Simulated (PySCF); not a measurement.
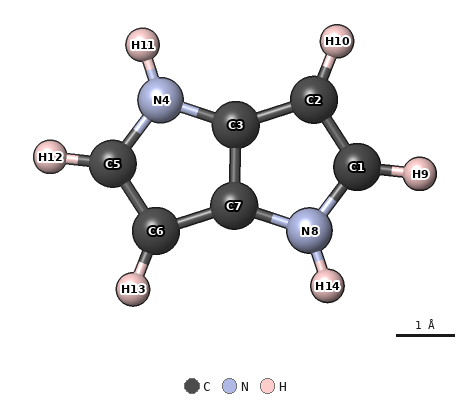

The structure as given in the input (ball-and-stick view, seen at a tilt; atoms are numbered from 1 in the order of the input). Bond lengths as drawn: C–C 1.38 to 1.42 Å, C–H 1.09 Å, C–N 1.37 to 1.38 Å and H–N 1.01 Å.

**C6H6N2: one change and its effect**

System: C6H6N2, SMILES c1cc2[nH]ccc2[nH]1.
Method of run A: TDDFT PBE0/6-31G*, vertical, gas phase, core orbitals frozen in the response (PySCF 2.14.0).

The geometry comes from this level: PBE0-D3(BJ)/def2-SVP. Text and figures count atoms from 1; the logs count them from 0 in places.

### The input, run A
```
{"job": {"kind": "uv", "xc": "PBE0", "basis": "6-31G*"}, "charge": 0, "multiplicity": 1}
C      2.090761    -0.166566     0.019968
C      1.415758     1.041304     0.044110
C      0.037332     0.693284     0.019211
N     -1.234590     1.205001     0.018703
C     -2.130228     0.160546    -0.018296
C     -1.455218    -1.047307    -0.042967
C     -0.076785    -0.699265    -0.018814
N      1.195130    -1.211008    -0.017579
H      3.162264    -0.354776     0.027109
H      1.876883     2.025333     0.075448
H     -1.486173     2.180876     0.042241
H     -3.201735     0.348751    -0.024892
H     -1.916321    -2.031361    -0.073902
H      1.446686    -2.186882    -0.041498
```

The first line tells a small driver script what to run in PySCF; the rest is the geometry in Å.

Hardware: 1 CPU thread, shared host.

### Output (run A)
```
coarse grid: 12360 points
cycle   1  E = -341.3386051720  dE =  1.824e+00  |g| = 4.402e-01  |ddm| = 4.112e+00
cycle   2  E = -341.3257937945  dE =  1.281e-02  |g| = 5.081e-01  |ddm| = 1.152e+00
cycle   3  E = -341.3915505342  dE = -6.576e-02  |g| = 1.033e-01  |ddm| = 6.598e-01
cycle   4  E = -341.3938774311  dE = -2.327e-03  |g| = 2.915e-02  |ddm| = 1.108e-01
cycle   5  E = -341.3940797369  dE = -2.023e-04  |g| = 2.693e-03  |ddm| = 2.875e-02
cycle   6  E = -341.3940808442  dE = -1.107e-06  |g| = 1.638e-03  |ddm| = 3.481e-03
final grid: 121464 points
cycle   7  E = -341.3220222218  dE = -3.379e-05  |g| = 6.983e-03  |ddm| = 2.946e-02
cycle   8  E = -341.3220235677  dE = -1.346e-06  |g| = 6.839e-03  |ddm| = 1.492e-02
cycle   9  E = -341.3220355156  dE = -1.195e-05  |g| = 4.872e-04  |ddm| = 7.285e-03
cycle  10  E = -341.3220355562  dE = -4.065e-08  |g| = 2.798e-04  |ddm| = 6.963e-04
cycle  11  E = -341.3220355751  dE = -1.885e-08  |g| = 4.182e-05  |ddm| = 2.713e-04
cycle  12  E = -341.3220355753  dE = -2.808e-10  |g| = 2.501e-05  |ddm| = 5.866e-05
converged SCF energy = -341.3220355753

Static polarisability (au): isotropic 66.299, principal 26.435 73.041 99.420

Singlet excitations
state   eV       nm        f      main configurations
  1   5.7011    217.5   0.33963   H->L 0.96
  2   5.9531    208.3   0.08479   H-1->L 0.91
  3   6.2844    197.3   0.00000   H->L+1 0.99
  4   6.6525    186.4   0.00008   H->L+3 0.98
  5   6.7645    183.3   0.00000   H->L+2 0.79, H-2->L 0.20
  6   6.9738    177.8   0.00000   H-1->L+1 0.99
  7   7.2994    169.9   0.00135   H-1->L+3 0.98
  8   7.5514    164.2   0.00000   H-1->L+2 0.58, H-2->L 0.35
  9   7.8384    158.2   0.00000   H-2->L 0.43, H-1->L+2 0.38, H->L+2 0.15
 10   7.8719    157.5   0.00040   H->L+5 0.98

Triplet excitations (Tamm-Dancoff, eV): 3.6809 4.7455 5.0707 6.1297
```

Run B used a changed input.

### The two runs side by side

```csv
quantity,run A,run B
outcome,converged,converged
total energy (hartree),−341.322036,−341.454347
HOMO (eV),−4.88,−5.20
LUMO (eV),1.22,0.72
dipole moment (D),0.00,0.00
lowest excitation (eV),5.70,5.41
SCF iterations,12,13
strongest computed line (eV),5.70,5.46
basis functions,124,284
wall time (shared host),17 s,55 s
```

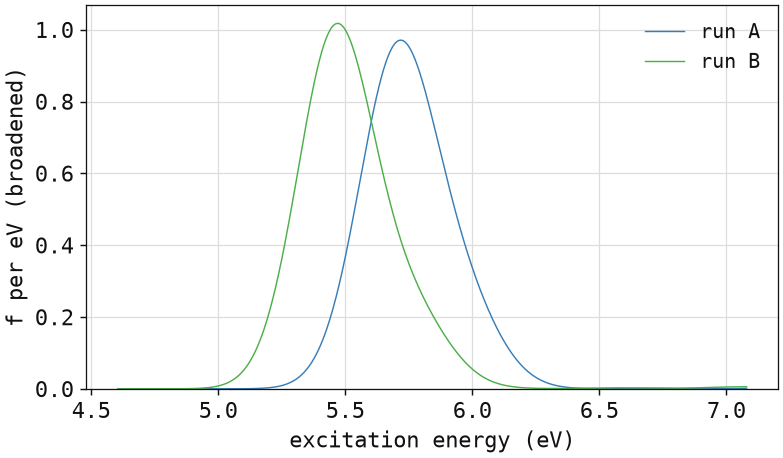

Absorption of the two runs from their computed states, each broadened by a Gaussian of 0.35 eV full width; the range ends where the shorter list of states ends.

What was changed in the input?

The change (lines with − go, lines with + come):
```diff
-"basis": "6-31G*"
+"basis": "def2-TZVP"
```

The total energy of run B is 83.0 kcal/mol lower, which measures the change of basis and not a stability. The HOMO goes from −4.88 to −5.20 eV. The LUMO goes from 1.22 to 0.72 eV. The lowest excitation goes from 5.70 to 5.41 eV. The strongest computed line goes from 5.70 to 5.46 eV. The SCF takes 13 iterations against 12. The basis functions go from 124 to 284.

### Output (run B)
```
coarse grid: 12360 points
cycle   1  E = -341.4188683444  dE =  1.793e+00  |g| = 4.565e-01  |ddm| = 3.219e+00
cycle   2  E = -341.3915163135  dE =  2.735e-02  |g| = 5.716e-01  |ddm| = 9.608e-01
cycle   3  E = -341.4738799771  dE = -8.236e-02  |g| = 9.827e-02  |ddm| = 6.103e-01
cycle   4  E = -341.4756419190  dE = -1.762e-03  |g| = 4.261e-02  |ddm| = 1.014e-01
cycle   5  E = -341.4760530499  dE = -4.111e-04  |g| = 4.319e-03  |ddm| = 2.974e-02
cycle   6  E = -341.4760560814  dE = -3.032e-06  |g| = 2.272e-03  |ddm| = 4.938e-03
final grid: 121464 points
cycle   7  E = -341.4543334251  dE = -7.343e-05  |g| = 7.498e-03  |ddm| = 1.096e-01
cycle   8  E = -341.4543310453  dE =  2.380e-06  |g| = 8.087e-03  |ddm| = 1.604e-02
cycle   9  E = -341.4543470994  dE = -1.605e-05  |g| = 6.565e-04  |ddm| = 7.419e-03
cycle  10  E = -341.4543471669  dE = -6.758e-08  |g| = 3.534e-04  |ddm| = 7.211e-04
cycle  11  E = -341.4543471958  dE = -2.886e-08  |g| = 8.137e-05  |ddm| = 2.765e-04
cycle  12  E = -341.4543471970  dE = -1.168e-09  |g| = 3.763e-05  |ddm| = 7.999e-05
cycle  13  E = -341.4543471973  dE = -2.807e-10  |g| = 2.682e-06  |ddm| = 2.422e-05
converged SCF energy = -341.4543471973

Static polarisability (au): isotropic 79.661, principal 46.487 81.018 111.477

Singlet excitations
state   eV       nm        f      main configurations
  1   5.4051    229.4   0.00000   H->L+1 0.99
  2   5.4609    227.0   0.36726   H->L 0.96
  3   5.5033    225.3   0.00118   H->L+2 0.99
  4   5.7581    215.3   0.07447   H-1->L 0.92
  5   6.0782    204.0   0.00000   H-1->L+1 0.99
  6   6.1523    201.5   0.00025   H-1->L+2 0.99
  7   6.3924    194.0   0.00000   H->L+3 0.89, H-2->L 0.10
  8   6.5934    188.0   0.00107   H->L+5 0.97
  9   6.6158    187.4   0.00000   H->L+4 0.98
 10   7.0794    175.1   0.00217   H->L+6 0.97

Triplet excitations (Tamm-Dancoff, eV): 3.6176 4.6430 4.9265 5.3467
```
